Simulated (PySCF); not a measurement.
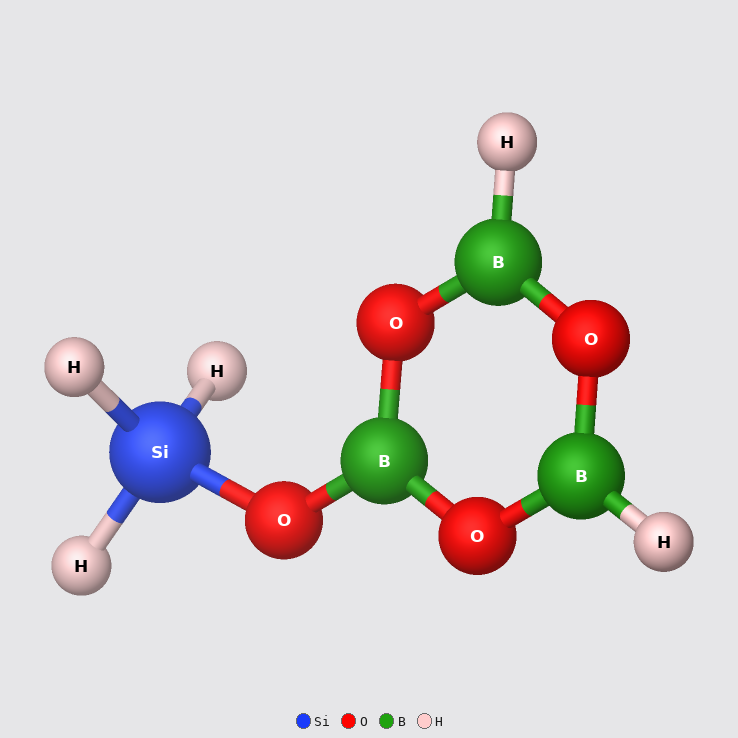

The computed structure is the end point of a PBE0-D3(BJ)/def2-SVP optimisation. No frequency run is at hand to confirm it as a minimum. Program: PySCF 2.14.0.

Compare dipole (D), HOMO–LUMO gap (eV), HOMO energy (eV) at these levels: B3LYP/def2-SVPD; B3LYP/def2-SVPD in acetone (IEF-PCM); BHandHLYP/aug-pcX-1 (pcseg-1 on H) (def2-SVPD on Si); PBE0/pcSseg-1; PBE0/pcSseg-1 in acetone (IEF-PCM); PBE0/pcSseg-1 in chloroform (IEF-PCM); ωB97X-D/pcSseg-2.

| level | dipole (D) | HOMO–LUMO gap (eV) | HOMO energy (eV) |
| --- | --- | --- | --- |
| B3LYP/def2-SVPD | 1.15 | 8.33 | −9.16 |
| B3LYP/def2-SVPD in acetone (IEF-PCM) | 1.40 | 8.30 | −9.04 |
| BHandHLYP/aug-pcX-1 (pcseg-1 on H) (def2-SVPD on Si) | 1.11 | 11.02 | −10.72 |
| PBE0/pcSseg-1 | 1.30 | 8.89 | −9.41 |
| PBE0/pcSseg-1 in acetone (IEF-PCM) | 1.54 | 8.85 | −9.29 |
| PBE0/pcSseg-1 in chloroform (IEF-PCM) | 1.48 | 8.86 | −9.31 |
| ωB97X-D/pcSseg-2 | 1.13 | 12.66 | −11.28 |
